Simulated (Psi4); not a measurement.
# CH5OSi (SMILES CO[SiH2]), step by step

We compute a structure relaxation (UMP2/STO-3G), then the harmonic vibrations of CH5OSi. 

Program for the calculation: Psi4 1.11.

## (1) The structure to begin with

CH5OSi: 8 atoms, total charge 0, spin state doublet. As SMILES, `CO[SiH2]`. Geometry: relaxed at PBE0-D4/def2-TZVP. This is one conformer, not always the lowest. The run starts from this shape.

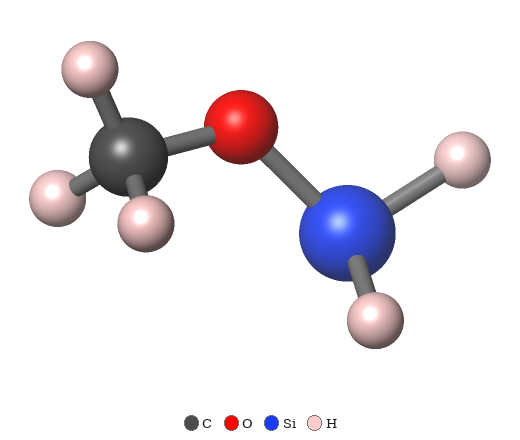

Viewed from a chosen angle; carbon dark grey, oxygen red, silicon blue, hydrogen pink.

## (2) A geometry optimisation at UMP2/STO-3G (density fitting, density fitting for correlation) (run 1)

job.py

```python
import psi4

psi4.set_memory('1600 MB')
psi4.set_num_threads(1)
psi4.set_output_file('ch5osi.out', False)

m = psi4.geometry("""
0 2
C     -0.271800     1.080800     0.340700
O     -0.195600     0.114500    -0.681700
Si    -0.003400    -1.496100    -0.407900
H     -0.113000     2.063100    -0.106900
H      0.493600     0.918800     1.108600
H     -1.256300     1.070300     0.819300
H      0.350800    -2.094700    -1.723600
H      1.087900    -1.713800     0.595800
symmetry c1
""")

options = {'reference': 'uhf', 'geom_maxiter': 60, 'freeze_core': True}
psi4.set_options(options)

result, w = psi4.optimize("mp2/STO-3G", return_wfn=True)
print(f'mp2/STO-3G energy: {result:.10f} Eh')
print(m.to_string(dtype='xyz', units='Angstrom'))
```

Started as:

```
$ python job.py
```

ch5osi.out:

```text
[...]
  Running in c1 symmetry.
[...]
  Nuclear repulsion =  109.472985545356423
[...]
  Multiplicity = 2
[...]
  Nalpha       = 17
  Nbeta        = 16
[...]
    Number of basis functions: 24
[...]
   @DF-UHF iter   1:  -399.66684302521412   -2.53305e+00   1.01756e-02 DIIS/ADIIS
[...]
	Warning: cc_lambda option is changed to TRUE
	For this residual convergence, default PCG convergence is:     1.00e-07
[...]
	DF-SCS-MP2 Total Energy (a.u.)     :  -399.84163526522377
	DF-SOS-MP2 Total Energy (a.u.)     :  -399.84741538008791
[...]
	Warning: cc_lambda option is changed to TRUE
	For this residual convergence, default PCG convergence is:     1.00e-07
[...]
	Warning: cc_lambda option is changed to TRUE
	For this residual convergence, default PCG convergence is:     1.00e-07
[...]
	Warning: cc_lambda option is changed to TRUE
	For this residual convergence, default PCG convergence is:     1.00e-07
[...]
	Warning: cc_lambda option is changed to TRUE
	For this residual convergence, default PCG convergence is:     1.00e-07
[...]
   @DF-UHF iter  13:  -399.71621266853725    1.13687e-13   7.91491e-11 DIIS
[...]
   @S^2 Observed:                7.524338671E-01
[...]
    Orbital Energies [Eh]
    ---------------------
    Alpha Occupied:
       1A    -67.949073     2A    -20.196483     3A    -11.072910
       4A     -5.946268     5A     -3.980692     6A     -3.965530
       7A     -3.964669     8A     -1.238699     9A     -0.858876
      10A     -0.672298    11A     -0.557610    12A     -0.545341
      13A     -0.487276    14A     -0.414654    15A     -0.387157
      16A     -0.342713    17A     -0.241099
    Alpha Virtual:
      18A      0.467626    19A      0.547805    20A      0.574304
      21A      0.648258    22A      0.685096    23A      0.706355
      24A      0.731161
[...]
  @DF-UHF Final Energy:  -399.71621266853725
   => Energetics <=
    Nuclear Repulsion Energy =            108.0293012418795229
    One-Electron Energy =                -770.3363583361759765
    Two-Electron Energy =                 262.5908444257591441
    Total Energy =                       -399.7162126685372527
  UHF NO Occupations:
  HONO-2 :   15  A 1.9999438
  HONO-1 :   16  A 1.9988705
[...]
 Multipole Moments:
 ------------------------------------------------------------------------------------
     Multipole            Electronic (a.u.)      Nuclear  (a.u.)        Total (a.u.)
 ------------------------------------------------------------------------------------
 L = 1.  Multiply by 2.5417464519 to convert [e a0] to [Debye]
 Dipole X            :         -1.2796874            0.9808125           -0.2988749
 Dipole Y            :         -2.4623853            2.1204390           -0.3419463
 Dipole Z            :         -1.7851944            2.3237190            0.5385246
 Magnitude           :                                                    0.7044588
[...]
	Warning: cc_lambda option is changed to TRUE
	For this residual convergence, default PCG convergence is:     1.00e-07
[...]
	DF-SCS-MP2 Total Energy (a.u.)     :  -399.85306637668617
	DF-SOS-MP2 Total Energy (a.u.)     :  -399.85914055306711
	DF-SCS(N)-MP2 Total Energy (a.u.)  :  -399.74219172727015
[...]
	DF-MP2 Total Energy (a.u.)         :  -399.84091802392419
[...]
    Final optimized geometry and variables:
    Molecular point group: c1
    Full point group: C1
    Geometry (in Angstrom), charge = 0, multiplicity = 2:
    C           -0.145892668229     1.471027548121     0.643565966432
    O           -0.033942661732     0.599059723848    -0.515371149054
    SI           0.044324549357    -1.055707913372    -0.070840766102
    H           -0.067479471433     2.520759194787     0.288836023891
    H            0.658145125139     1.312408256371     1.399908643530
    H           -1.120822236196     1.374493180506     1.176226987414
    H            0.471758049881    -1.706039732500    -1.288211605595
    H            1.103775756207    -1.218265209000     0.906243208463
[...]
```

Standard output:

```text
Optimizer: Optimization complete!
mp2/STO-3G energy: -399.8409180239 Eh
8
0 2 CH5OSi
C                    -0.145892668229     1.471027548121     0.643565966432
O                    -0.033942661732     0.599059723848    -0.515371149054
Si                    0.044324549357    -1.055707913372    -0.070840766102
H                    -0.067479471433     2.520759194787     0.288836023891
H                     0.658145125139     1.312408256371     1.399908643530
H                    -1.120822236196     1.374493180506     1.176226987414
H                     0.471758049881    -1.706039732500    -1.288211605595
H                     1.103775756207    -1.218265209000     0.906243208463
```

Run time: 14 s. Hardware: 1 thread of AMD EPYC 7B13 (Zen 3), shared host; peak memory 0.62 GiB.

Steps, from the record of the run:

```
step  energy from the first frame kept (eV)  largest force (eV/Å)
   0                                 0.0000                2.6276
   1                                -0.2311                1.1519
   2                                -0.2866                0.4256
   3                                -0.2941                0.1274
   4                                -0.2950                0.0401
   5                                -0.2950                0.0108
   6                                -0.2951                0.0029
```

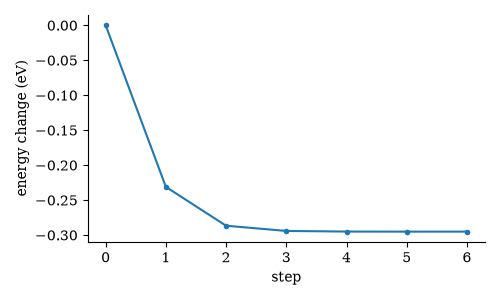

Energy along the run.

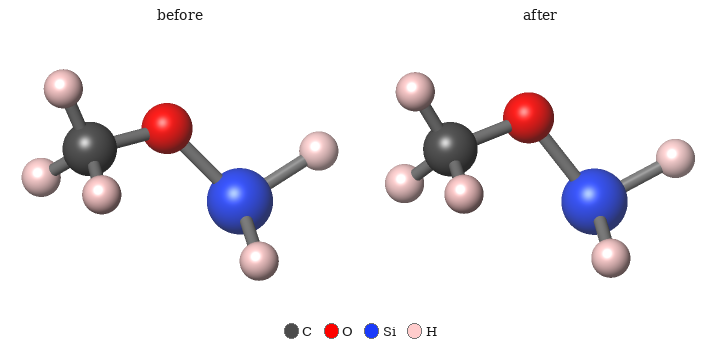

Before and after, at one scale.

After the run. Bond lengths: C1–O2 1.455 Å, O2–Si3 1.715 Å, C1–H4 1.111 Å, C1–H5 1.115 Å, C1–H6 1.115 Å, Si3–H7 1.445 Å, Si3–H8 1.450 Å. Angles: C1–O2–Si3 112.0°, O2–C1–H4 107.9°, O2–C1–H5 113.6°, O2–C1–H6 113.3°, O2–Si3–H7 103.3°, O2–Si3–H8 108.4°, H4–C1–H5 107.5°, H4–C1–H6 107.2°, H5–C1–H6 107.1°, H7–Si3–H8 107.5°.

## (3) The harmonic vibrations at UMP2/STO-3G (density fitting, density fitting for correlation) (run 2)

ch5osi.inp

```
memory 1600 mb

molecule geom {
  0 2
  C
  O 1 1.454646
  Si 2 1.715222 1 112.0452
  H 1 1.110819 2 107.85539 3 173.26591
  H 1 1.115209 4 107.4634 2 122.78163
  H 1 1.115139 4 107.22102 5 114.85
  H 3 1.44486 2 103.26015 1 -166.63828
  H 3 1.450364 7 107.52182 2 -114.51404
  units angstrom
  symmetry c1
}

set {
  reference                  uhf
  t                          298.15
  freeze_core                true
  rotational_symmetry_number 1
}

freq("mp2/STO-3G")
print_variables()
```

Started as:

```
$ psi4 -i ch5osi.inp -o ch5osi.out -n 1
```

ch5osi.out (excerpt; [...] marks lines left out):

```text
[...]
  Running in c1 symmetry.
[...]
  Nuclear repulsion =  108.029325050598771
[...]
  Multiplicity = 2
[...]
  Nalpha       = 17
  Nbeta        = 16
[...]
    Number of basis functions: 24
[...]
   @DF-UHF iter   1:  -399.65741783710507   -2.66379e+00   1.14422e-02 ADIIS/DIIS
[...]
	DF-SCS-MP2 Total Energy (a.u.)     :  -399.85306636976048
	DF-SOS-MP2 Total Energy (a.u.)     :  -399.85914054293261
[...]
   @DF-UHF iter  18:  -399.71617249805445    2.27374e-13   6.42653e-11 DIIS
[...]
   @S^2 Observed:                7.524291523E-01
[...]
  @DF-UHF Final Energy:  -399.71617249805445
   => Energetics <=
    Nuclear Repulsion Energy =            108.0188913041930334
    One-Electron Energy =                -770.3163695859512927
    Two-Electron Energy =                 262.5813057837037832
    Total Energy =                       -399.7161724980544477
  UHF NO Occupations:
  HONO-2 :   15  A 1.9999447
  HONO-1 :   16  A 1.9988719
[...]
 Multipole Moments:
[...]
	DF-SCS-MP2 Total Energy (a.u.)     :  -399.85307006625038
	DF-SOS-MP2 Total Energy (a.u.)     :  -399.85914715511052
	DF-SCS(N)-MP2 Total Energy (a.u.)  :  -399.74215517573850
[...]
	DF-MP2 Total Energy (a.u.)         :  -399.84091588852993
[...]
  ==> Harmonic Vibrational Analysis <==
[...]
  Freq [cm^-1]                 183.1230            226.6033            347.5960
[...]
  IR activ [km/mol]             2.2581              4.4377              0.5238
[...]
  Freq [cm^-1]                 778.2781            857.6218            933.6853
[...]
  IR activ [km/mol]             8.8969             45.2341             132.1705
[...]
  Freq [cm^-1]                1156.4451           1224.9053           1234.1795
[...]
  IR activ [km/mol]            159.2496            27.6268              6.8019
[...]
  Freq [cm^-1]                1287.3752           1661.4195           1726.1729
[...]
  IR activ [km/mol]            16.8207             27.2360              1.1800
[...]
  Freq [cm^-1]                1735.0891           2663.6587           2737.5990
[...]
  IR activ [km/mol]             2.6418             35.3218             52.8500
[...]
  Freq [cm^-1]                3289.8560           3439.3770           3482.9721
[...]
  IR activ [km/mol]            17.1581             16.4911              5.2195
[...]
  Total E_0, Enthalpy at 0 [K]                                                         -399.77492872 [Eh]
[...]
  Total H, Enthalpy at  298.15 [K]                                                     -399.76941665 [Eh]
[...]
```

The script printed:

```text
Warning: used thermodynamics relations inappropriate for low-frequency modes: ['183.1230' '226.6033' '347.5960']
```

It took 86 s on 1 thread of AMD EPYC 7B13 (Zen 3), shared host; peak memory 0.65 GiB.

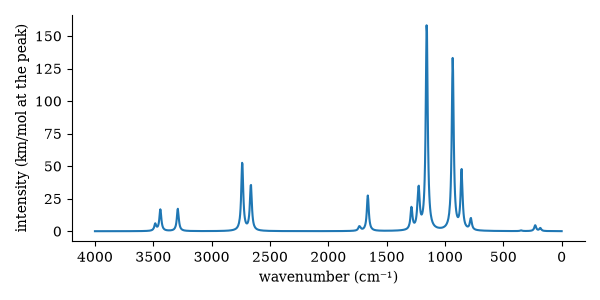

Harmonic infrared spectrum, unscaled, lines broadened by 10 cm⁻¹.

## (4) Outcome

```
                                                                      quantity             value
                                   run 1, UMP2/STO-3G: total energy at the end     -399.84092 Eh
run 1, UMP2/STO-3G: HOMO energy (Hartree–Fock orbitals) (highest over α and β)          -6.56 eV
 run 1, UMP2/STO-3G: LUMO energy (Hartree–Fock orbitals) (lowest over α and β)           5.77 eV
               run 1, UMP2/STO-3G: correlation energy (7 core orbitals frozen)        -124.7 mEh
                         run 1, UMP2/STO-3G: ⟨S²⟩ of the reference determinant             0.752
                                        run 2, UMP2/STO-3G: correlation energy        -124.7 mEh
                                run 2, UMP2/STO-3G: lowest harmonic wavenumber          183 cm⁻¹
                               run 2, UMP2/STO-3G: highest harmonic wavenumber         3483 cm⁻¹
                                         run 2, UMP2/STO-3G: zero-point energy      173.3 kJ/mol
 run 2, UMP2/STO-3G: ideal-gas entropy at 298.15 K (symmetry number 1 as used)  68.9 cal/(mol K)
```

The optimisation (run 1, UMP2/STO-3G) took 7 steps and changed the energy by -0.295 eV. All 18 modes (run 2, UMP2/STO-3G) are real, so the shape is a minimum at this level.
